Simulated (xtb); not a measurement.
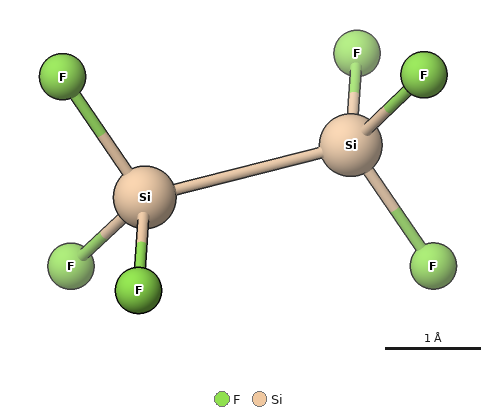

*The input geometry (ball-and-stick view, seen at a tilt).*

## Calculation of the molecule and its ions, with input and output: Si2F6

System: Si2F6, SMILES F[Si](F)(F)[Si](F)(F)F.
Method: GFN1-xTB (xtb 6.7.1 later snapshot).

The geometry was optimised with GFN1-xTB.

Output
```
* xtb version 6.7.1
   ID    Z sym.   atoms
    1    9 F      1, 3, 4, 6-8
    2   14 Si     2, 5

           -------------------------------------------------
          |                Calculation Setup                |
           -------------------------------------------------

          program call               : xtb geom.xyz --gfn1 --vipea -c 0 --acc 1000
          coordinate file            : geom.xyz
          omp threads                :                     1

########################################################################
[WARNING] Please study the warnings concerning your input carefully
-1- prog_main_parseArguments: The use of '--gfn1' is discouraged, please use '--gfn 1' next time
########################################################################

           -------------------------------------------------
          |                 G F N 1 - x T B                 |
           -------------------------------------------------

      * Hamiltonian:
        H0-scaling (s, p, d)           1.850000    2.250000    2.000000
        zeta-weighting                 0.000000
      * Dispersion:
        s8                             2.400000
        a1                             0.630000
        a2                             5.000000
        s9                             0.000000
      * Repulsion:
        kExp                           1.500000
        rExp                           1.000000
      * Coulomb:
        alpha                          2.000000
        third order                    atomic
        anisotropic                    false
      * Halogen bond correction:
        rad-scale                      1.300000
        damping                        0.440000

          ...................................................
          :                      SETUP                      :
          :.................................................:
          :  # basis functions                  44          :
          :  # atomic orbitals                  42          :
          :  # shells                           18          :
          :  # electrons                        50          :
          :  # halogen bonds                     0          :
          :  max. iterations                   250          :
          :  Hamiltonian                  GFN1-xTB          :
          :  restarted?                      false          :
          :  GBSA solvation                  false          :
          :  PC potential                    false          :
          :  electronic temp.          300.0000000     K    :
          :  accuracy                 1000.0000000          :
          :  -> integral cutoff          0.2000000E+02      :
          :  -> integral neglect         0.1000000E-04      :
          :  -> SCF convergence          0.1000000E-02 Eh   :
          :  -> wf. convergence          0.2000000E-01 e    :
          :  Broyden damping             0.4000000          :
          :  net charge                          0          :
          :  unpaired electrons                  0          :
          ...................................................

 iter      E             dE          RMSdq      gap      omega  full diag
   1    -35.1078612 -0.351079E+02  0.878E+00    7.21       0.0  T
   2    -35.1217583 -0.138972E-01  0.515E+00    6.95       1.0  T
   3    -35.1123315  0.942686E-02  0.903E-01    7.11       1.0  T
   4    -35.1249157 -0.125842E-01  0.321E-01    6.94       1.0  T
   5    -35.1250367 -0.121021E-03  0.130E-01    6.99       1.0  T
   6    -35.1253010 -0.264241E-03  0.273E-03    6.97      13.0  T

   *** convergence criteria satisfied after 6 iterations ***

         #    Occupation            Energy/Eh            Energy/eV
      -------------------------------------------------------------
         1        2.0000           -0.8530872             -23.2137
       ...           ...                  ...                  ...
        19        2.0000           -0.5404040             -14.7051
        20        2.0000           -0.5403961             -14.7049
        21        2.0000           -0.5384541             -14.6521
        22        2.0000           -0.5384467             -14.6519
        23        2.0000           -0.5373165             -14.6211
        24        2.0000           -0.5372808             -14.6202
        25        2.0000           -0.4770317             -12.9807 (HOMO)
        26                         -0.2209436              -6.0122 (LUMO)
        27                         -0.2209168              -6.0115
        28                         -0.0749604              -2.0398
        29                         -0.0293996              -0.8000
        30                         -0.0238976              -0.6503
       ...                                ...                  ...
        42                          1.5012315              40.8506
      -------------------------------------------------------------
                  HL-Gap            0.2560881 Eh            6.9685 eV
             Fermi-level           -0.3489877 Eh           -9.4964 eV

 SCC (total)                   0 d,  0 h,  0 min,  0.008 sec
 SCC setup                      ...        0 min,  0.000 sec (  0.927%)
 Dispersion                     ...        0 min,  0.000 sec (  0.423%)
 classical contributions        ...        0 min,  0.000 sec (  0.099%)
 integral evaluation            ...        0 min,  0.002 sec ( 26.293%)
 iterations                     ...        0 min,  0.002 sec ( 28.913%)
 molecular gradient             ...        0 min,  0.003 sec ( 41.201%)
 printout                       ...        0 min,  0.000 sec (  1.953%)

         :::::::::::::::::::::::::::::::::::::::::::::::::::::
         ::                     SUMMARY                     ::
         :::::::::::::::::::::::::::::::::::::::::::::::::::::
         :: total energy             -35.037517031086 Eh    ::
         :: gradient norm              0.000089451192 Eh/a0 ::
         :: HOMO-LUMO gap              6.968510764452 eV    ::
         ::.................................................::
         :: SCC energy               -35.125300950163 Eh    ::
         :: -> electrostatic           0.060723415423 Eh    ::
         :: repulsion energy           0.090285799553 Eh    ::
         :: dispersion energy         -0.002501880476 Eh    ::
         :: halogen bond corr.         0.000000000000 Eh    ::
         :: add. restraining           0.000000000000 Eh    ::
         :: total charge               0.000000000000 e     ::
         :::::::::::::::::::::::::::::::::::::::::::::::::::::

           -------------------------------------------------
          |        vertical delta SCC IP calculation        |
           -------------------------------------------------

 iter      E             dE          RMSdq      gap      omega  full diag
   1    -34.5221257 -0.345221E+02  0.107E+00    6.97       0.0  T
   2    -34.5264043 -0.427863E-02  0.120E+00    6.76       1.0  T
   3    -34.5359408 -0.953653E-02  0.783E-01    6.87       1.0  T
   4    -34.5367654 -0.824576E-03  0.391E-01    6.90       1.0  T
   5    -34.5370147 -0.249254E-03  0.417E-02    6.93       1.0  T
   6    -34.5370534 -0.386724E-04  0.267E-03    6.92      13.2  T
     SCC iter.                  ...        0 min,  0.002 sec
     gradient                   ...        0 min,  0.003 sec
------------------------------------------------------------------------
empirical IP shift (eV):    4.8455
delta SCC IP (eV):   11.1615
------------------------------------------------------------------------
           -------------------------------------------------
          |        vertical delta SCC EA calculation        |
           -------------------------------------------------

 iter      E             dE          RMSdq      gap      omega  full diag
   1    -35.1636405 -0.351636E+02  0.237E+00    0.00       0.0  T
   2    -35.2120292 -0.483886E-01  0.214E+00    0.00       1.0  T
   3    -35.2314824 -0.194532E-01  0.147E+00    0.00       1.0  T
   4    -35.2348493 -0.336692E-02  0.666E-01    0.00       1.0  T
   5    -35.2347272  0.122101E-03  0.136E-01    0.00       1.0  T
   6    -35.2349454 -0.218244E-03  0.173E-02    0.00       2.0  T
     SCC iter.                  ...        0 min,  0.002 sec
     gradient                   ...        0 min,  0.003 sec
------------------------------------------------------------------------
empirical EA shift (eV):    4.8455
delta SCC EA (eV):   -1.8619
------------------------------------------------------------------------
           -------------------------------------------------
          |                Property Printout                |
           -------------------------------------------------

    * Orbital Energies and Occupations

         #    Occupation            Energy/Eh            Energy/eV
      -------------------------------------------------------------
         1        2.0000           -0.6400339             -17.4162
       ...           ...                  ...                  ...
        14        2.0000           -0.3574277              -9.7261
        15        2.0000           -0.3503234              -9.5328
        16        2.0000           -0.3503039              -9.5323
        17        2.0000           -0.3487299              -9.4894
        18        2.0000           -0.3487097              -9.4889
        19        2.0000           -0.3332884              -9.0692
        20        2.0000           -0.3332729              -9.0688
        21        2.0000           -0.3316657              -9.0251
        22        2.0000           -0.3316503              -9.0247
        23        2.0000           -0.3309869              -9.0066
        24        2.0000           -0.3309512              -9.0056
        25        2.0000           -0.2573832              -7.0038
        26        0.5036            0.0026726               0.0727 (HOMO)
        27        0.4964            0.0026997               0.0735 (LUMO)
        28                          0.1628548               4.4315
        29                          0.1891174               5.1461
        30                          0.1959734               5.3327
        31                          0.2036243               5.5409
        32                          0.2036654               5.5420
        33                          0.4300448              11.7021
        34                          0.4301077              11.7038
        35                          0.4822778              13.1234
        36                          0.5679009              15.4534
        37                          0.5679386              15.4544
       ...                                ...                  ...
        42                          1.7330290              47.1581
      -------------------------------------------------------------
                  HL-Gap            0.0000271 Eh            0.0007 eV
             Fermi-level           -0.0623346 Eh           -1.6962 eV

  Mulliken/CM5 charges         n(s)   n(p)   n(d)
     1     -0.30331 -0.27936   1.771  5.532  0.000
     2      0.41002  0.33816   0.932  1.494  1.165
     3     -0.30336 -0.27940   1.771  5.532  0.000
     4     -0.30329 -0.27934   1.771  5.532  0.000
     5      0.40984  0.33798   0.932  1.494  1.165
     6     -0.30335 -0.27940   1.771  5.532  0.000
     7     -0.30329 -0.27934   1.771  5.532  0.000
     8     -0.30326 -0.27930   1.771  5.532  0.000

Wiberg/Mayer (AO) data.
largest (>0.10) Wiberg bond orders for each atom

 ---------------------------------------------------------------------------
     #   Z sym  total        # sym  WBO       # sym  WBO       # sym  WBO
 ---------------------------------------------------------------------------
     1   9      1.185 --     2      1.124
     2  14      4.591 --     5      1.167     4      1.124     1      1.124
                             3      1.123
     3   9      1.185 --     2      1.123
     4   9      1.185 --     2      1.124
     5  14      4.591 --     2      1.167     8      1.124     7      1.124
                             6      1.123
     6   9      1.185 --     5      1.123
     7   9      1.185 --     5      1.124
     8   9      1.185 --     5      1.124
 ---------------------------------------------------------------------------

Topologies differ in total number of bonds
Writing topology from bond orders to xtbtopo.mol

 dipole moment from electron density (au)
     X       Y       Z
  -0.0000  -0.0003  -0.0002  total (Debye):    0.001

           -------------------------------------------------
          | TOTAL ENERGY              -35.147161525410 Eh   |
          | GRADIENT NORM               0.175786225746 Eh/α |
          | HOMO-LUMO GAP               0.000737789020 eV   |
           -------------------------------------------------

------------------------------------------------------------------------
------------------------------------------------------------------------
 total:
 *  cpu-time:     0 d,  0 h,  0 min,  0.027 sec
 * ratio c/w:     1.000 speedup
 SCF:
 *  cpu-time:     0 d,  0 h,  0 min,  0.021 sec
 * ratio c/w:     1.000 speedup
```

Standard error
```
normal termination of xtb
```

This output came from the following input.

Input file (geom.xyz)
```
8
F6Si2
F      0.395446    -1.862107     1.275608
Si     0.782281    -0.840944     0.125784
F      0.963091    -1.703167    -1.192698
F      2.220173    -0.281912     0.492469
Si    -0.782276     0.840921    -0.125811
F     -0.976373     1.692027     1.198030
F     -0.386395     1.872319    -1.263359
F     -2.215948     0.282872    -0.510031
```

Launch command:
```bash
xtb geom.xyz --gfn1 --vipea -c 0 --acc 1000 | tee xtb.out
```

Results in brief

| quantity | value |
| --- | --- |
| outcome | converged |
| electrons treated | 50 |
| total energy | −35.037517 hartree |
| dispersion energy | −0.002502 hartree |
| basis functions | 44 |
| hardware | 1 thread of Arm Neoverse V1, 24 GiB of memory available, shared host |
| peak memory | 0.072 GiB |

Remarks

Settings chosen away from the usual ones: method = gfn1-xtb; task = vipea; x = {"accuracy": 1000}; geo = {"prev": "A"}. These settings are looser than, or depart from, a standard set-up, so the numbers are not reference values for this system.
